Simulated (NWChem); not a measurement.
**Run report: C$_{2}$H$_{3}$F$_{3}$, single-point calculation**

C$_{2}$H$_{3}$F$_{3}$, SMILES CC(F)(F)F, computed with CCSD(T)/cc-pVDZ, RHF (NWChem 7.3.0).

The geometry comes from this level: PBE0-D4/def2-TZVP.

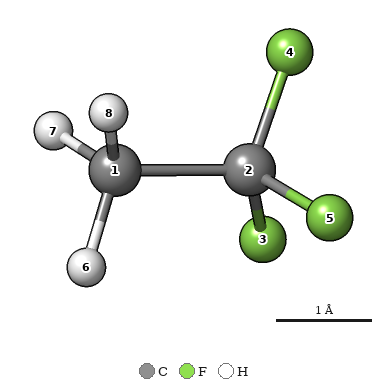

Fig. 1: The structure (ball-and-stick view, seen at an oblique angle; atoms are numbered from 1 in the order of the input).

Summary:

- outcome: converged
- total energy: −376.716037 hartree
- SCF energy: −375.840221 hartree
- MP2 energy: −376.670989 hartree
- CCSD energy: −376.697974 hartree
- correlation energy: −0.875816 hartree
- (T) correction: −0.018063 hartree
- basis functions: 85
- hardware: 1 thread of Intel Xeon (Sapphire Rapids), 16 GiB of memory available, shared host
- wall time: 2.5 min
- peak memory: 0.27 GiB

Input:
```
start c2h3f3
title "C2H3F3 energy"
memory stack 880 mb heap 220 mb global 1100 mb

geometry noautosym nocenter noautoz
  C    -0.615400   -0.141500    0.471500
  C     0.557600    0.109900   -0.423700
  F     1.692800   -0.382000    0.093900
  F     0.395200   -0.458200   -1.627700
  F     0.754200    1.420300   -0.629900
  H    -0.441600    0.335800    1.434900
  H    -0.738000   -1.214600    0.611200
  H    -1.512600    0.273100    0.014000
end

basis spherical bse
  * library cc-pVDZ
end

scf
  thresh 1e-08
  maxiter 80
  print low
end

ccsd
  freeze core 5
  maxiter 60
end

task ccsd(t) energy
```

Run as:
```bash
nwchem c2h3f3.nw > c2h3f3.out
```

What the program printed:
```
Northwest Computational Chemistry Package (NWChem) 7.3.0
             --------------------------------------------------------

           Job information
           ---------------

    nwchem branch   = 7.3.0
    use scalapack   = T
    input           = c2h3f3.nw
    prefix          = c2h3f3.
    data base       = ./c2h3f3.db
    status          = startup
    nproc           =        1

           Memory information
           ------------------

    heap     =     28835838 doubles =      220.0 Mbytes
    stack    =    115343355 doubles =      880.0 Mbytes
    global   =    144179200 doubles =     1100.0 Mbytes (distinct from heap & stack)
    total    =    288358393 doubles =     2200.0 Mbytes
    verify   = yes
    hardfail = no

           Directory information
           ---------------------

  0 permanent = .
  0 scratch   = .

                                NWChem Input Module
                                -------------------

                                   C2H3F3 energy
                                   -------------

 Scaling coordinates for geometry "geometry" by  1.889725989
 (inverse scale =  0.529177249)

                             Geometry "geometry" -> ""
                             -------------------------

 Output coordinates in angstroms (scale by  1.889725989 to convert to a.u.)

  No.       Tag          Charge          X              Y              Z
 ---- ---------------- ---------- -------------- -------------- --------------
    1 C                    6.0000    -0.61540000    -0.14150000     0.47150000
    2 C                    6.0000     0.55760000     0.10990000    -0.42370000
    3 F                    9.0000     1.69280000    -0.38200000     0.09390000
    4 F                    9.0000     0.39520000    -0.45820000    -1.62770000
    5 F                    9.0000     0.75420000     1.42030000    -0.62990000
    6 H                    1.0000    -0.44160000     0.33580000     1.43490000
    7 H                    1.0000    -0.73800000    -1.21460000     0.61120000
    8 H                    1.0000    -1.51260000     0.27310000     0.01400000

      Atomic Mass
      -----------

      C                 12.000000
      F                 18.998400
      H                  1.007825

 Effective nuclear repulsion energy (a.u.)     202.1164076277

            Nuclear Dipole moment (a.u.)
            ----------------------------
        X                 Y               Z
 ---------------- ---------------- ----------------
    42.5959355634     8.3631713351   -32.3642031708

            XYZ format geometry
            -------------------
     8
 geometry
 C                    -0.61540000    -0.14150000     0.47150000
 C                     0.55760000     0.10990000    -0.42370000
 F                     1.69280000    -0.38200000     0.09390000
 F                     0.39520000    -0.45820000    -1.62770000
 F                     0.75420000     1.42030000    -0.62990000
 H                    -0.44160000     0.33580000     1.43490000
 H                    -0.73800000    -1.21460000     0.61120000
 H                    -1.51260000     0.27310000     0.01400000

 ==============================================================================
                                internuclear distances
 ------------------------------------------------------------------------------
       center one      |      center two      | atomic units |  angstroms
 ------------------------------------------------------------------------------
    2 C                |   1 C                |     2.82861  |     1.49683
    3 F                |   2 C                |     2.53432  |     1.34110
    4 F                |   2 C                |     2.53444  |     1.34117
    5 F                |   2 C                |     2.53415  |     1.34101
    6 H                |   1 C                |     2.05812  |     1.08911
    7 H                |   1 C                |     2.05806  |     1.08908
    8 H                |   1 C                |     2.05813  |     1.08911
 ------------------------------------------------------------------------------
                         number of included internuclear distances:          7
 ==============================================================================

 ==============================================================================
                                 internuclear angles
 ------------------------------------------------------------------------------
        center 1       |       center 2       |       center 3       |  degrees
 ------------------------------------------------------------------------------
    2 C                |   1 C                |   6 H                |   109.29
    2 C                |   1 C                |   7 H                |   109.29
    2 C                |   1 C                |   8 H                |   109.29
    6 H                |   1 C                |   7 H                |   109.65
    6 H                |   1 C                |   8 H                |   109.65
    7 H                |   1 C                |   8 H                |   109.65
    1 C                |   2 C                |   3 F                |   111.77
    1 C                |   2 C                |   4 F                |   111.77
    1 C                |   2 C                |   5 F                |   111.78
    3 F                |   2 C                |   4 F                |   107.07
    3 F                |   2 C                |   5 F                |   107.08
    4 F                |   2 C                |   5 F                |   107.08
 ------------------------------------------------------------------------------
                            number of included internuclear angles:         12
 ==============================================================================

 Summary of "ao basis" -> "" (spherical)
 ------------------------------------------------------------------------------
       Tag                 Description            Shells   Functions and Types
 ---------------- ------------------------------  ------  ---------------------
 *                          cc-pVDZ                   on all atoms

                      Basis "ao basis" -> "ao basis" (spherical)
                      -----
  [basis functions not shown]

 Summary of "ao basis" -> "ao basis" (spherical)
 ------------------------------------------------------------------------------
       Tag                 Description            Shells   Functions and Types
 ---------------- ------------------------------  ------  ---------------------
 C                          cc-pVDZ                  6       14   3s2p1d
 F                          cc-pVDZ                  6       14   3s2p1d
 H                          cc-pVDZ                  3        5   2s1p

                                 NWChem SCF Module
                                 -----------------

                                   C2H3F3 energy

  ao basis        = "ao basis"
  functions       =    85
  atoms           =     8
  closed shells   =    21
  open shells     =     0
  charge          =   0.00
  wavefunction    = RHF
  input vectors   = atomic
  output vectors  = ./c2h3f3.movecs
  use symmetry    = F
  symmetry adapt  = F

 Forming initial guess at       0.1s

 Starting SCF solution at       0.5s

       Final RHF  results
       ------------------

         Total SCF energy =   -375.840220890487
      One-electron energy =   -923.461394502492
      Two-electron energy =    345.504765984329
 Nuclear repulsion energy =    202.116407627676

        Time for solution =     16.6s

                   Four-Index Transformation
                   -------------------------
          Number of basis functions:             85
          Number of shells:                      39
          Number of occupied orbitals:           21
          Number of occ. correlated orbitals:    16
          Block length:                          16
          Superscript MO index range:      6 -   21
          Subscript MO index range:        6 -   85
          MO coefficients read from:  ./c2h3f3.movecs
          Number of operator matrices in core:  272
          Half-transformed integrals produced

     Pass:    1     Index range:    6  -   21     Time:      3.24
 ------------------------------------------
 MP2 Energy (coupled cluster initial guess)
 ------------------------------------------
 Reference energy:           -375.840220890486876
 MP2 Corr. energy:             -0.830767785340385
 Total MP2 energy:           -376.670988675827289

 ****************************************************************************
              the segmented parallel ccsd program:    1 nodes
 ****************************************************************************

 level of theory    ccsd(t)
 number of core         5
 number of occupied    16
 number of virtual     64
 number of deleted      0
 total functions       85
 number of shells      39
 basis label          566

   ***** ccsd parameters *****
   iprt   =     0
   convi  =  0.100E-05
   maxit  =    60
   mxvec  =     5
 memory            144160244
  Using  1 OpenMP thread(s) in CCSD
  Failed reading restart vector from ./c2h3f3.t2
  Using MP2 initial guess vector

 iter     correlation     delta       rms       T2     Non-T2      Main
             energy      energy      error      ampl     ampl      Block
                                                time     time      time
   1     -0.8369510959 -8.370D-01  5.923D-02     7.97     0.01     7.35
   2     -0.8549161133 -1.797D-02  9.832D-02     8.01     0.01     7.36
   3     -0.8554976459 -5.815D-04  5.640D-03     8.00     0.01     7.40
   4     -0.8575242333 -2.027D-03  9.623D-04     8.01     0.02     7.37
   5     -0.8577485685 -2.243D-04  1.825D-03     7.93     0.01     7.33
   6     -0.8577543862 -5.818D-06  2.141D-04     7.95     0.01     7.34
   7     -0.8577543121  7.409D-08  2.096D-04     8.13     0.02     7.49
   8     -0.8577539090  4.031D-07  4.916D-05     8.01     0.01     7.41
   9     -0.8577531432  7.658D-07  1.308D-05     8.05     0.01     7.45
  10     -0.8577533406 -1.974D-07  1.704D-06     7.88     0.01     7.30
  11     -0.8577534773 -1.367D-07  5.475D-07     7.82     0.02     7.19
                  *************converged*************

 -----------
 CCSD Energy
 -----------
 Reference energy:            -375.840220890486876
 CCSD corr. energy:             -0.857753477297842
 Total CCSD energy:           -376.697974367784695

 --------------------------------
 Spin Component Scaled (SCS) CCSD
 --------------------------------
 Same spin contribution:                 -0.198574627658045
 Same spin scaling factor:                1.130000000000000
 Opposite spin contribution:             -0.659178849639796
 Opposite spin scaling fact.:             1.270000000000000
 SCS-CCSD correlation energy:            -1.061546468296133
 Total SCS-CCSD energy:                -376.901767358782990
 memory            144160244

*********triples calculation*********

nkpass=    1; nvpass=    1; memdrv=         374848; memtrn=         807573; memavail=      144159204
 memory available/node                      144159204
 total number of virtual orbitals        64
 number of virtuals per integral pass    64
 number of integral evaluations           1
 number of occupied per triples pass     16
 number of triples passes                 1

 commencing integral evaluation        1 at          91.25
  symmetry use  F
 commencing triples evaluation - blocking       1
 Time for integral evaluation pass     1        6.36
 Time for triples evaluation pass      1       35.27

 pseudo-e(mp4)  -0.19657557096624E-01
 pseudo-e(mp5)   0.15945662738322E-02
        e(t)    -0.18062990822792E-01

 --------------
 CCSD(T) Energy
 --------------
 Reference energy:                    -375.840220890486876

 CCSD corr. energy:                     -0.857753477297842
 T(CCSD) corr. energy:                  -0.019657557096624
 Total CCSD+T(CCSD) energy:           -376.717631924881346

 CCSD corr. energy:                     -0.857753477297842
 (T) corr. energy:                      -0.018062990822792
 Total CCSD(T) energy:                -376.716037358607537

 routine      calls  cpu(0)   cpu-min  cpu-ave  cpu-max   i/o
 aoccsd          1     0.04     0.04     0.04     0.04    0.00
 iterdrv         1     0.04     0.04     0.04     0.04    0.00
 pampt          11     0.27     0.27     0.27     0.27    0.00
 t2pm           11     0.56     0.56     0.56     0.56    0.00
 sxy            11     0.85     0.85     0.85     0.85    0.00
 ints      6684876    54.41    54.41    54.41    54.41    0.00
 t2eri        8580    20.42    20.42    20.42    20.42    0.00
 idx2         8580     3.82     3.82     3.82     3.82    0.00
 idx34          11     0.41     0.41     0.41     0.41    0.00
 ht2pm          11     0.63     0.63     0.63     0.63    0.00
 itm            11     5.31     5.31     5.31     5.31    0.00
 pdiis          11     0.10     0.10     0.10     0.10    0.00
 triples         1     0.00     0.00     0.00     0.00    0.00
 rdtrpo          1     0.03     0.03     0.03     0.03    0.00
 trpmos          1     6.36     6.36     6.36     6.36    0.00
 trpdrv          1     2.42     2.42     2.42     2.42    0.00
 dovvv      278528    19.19    19.19    19.19    19.19    0.00
 doooo      278528     5.49     5.49     5.49     5.49    0.00
 tengy      262144     7.96     7.96     7.96     7.96    0.00
 Total               128.30   128.30   128.30   128.30    0.00

 Task  times  cpu:      150.0s     wall:      150.0s
 Total times  cpu:      150.0s     wall:      150.0s
```
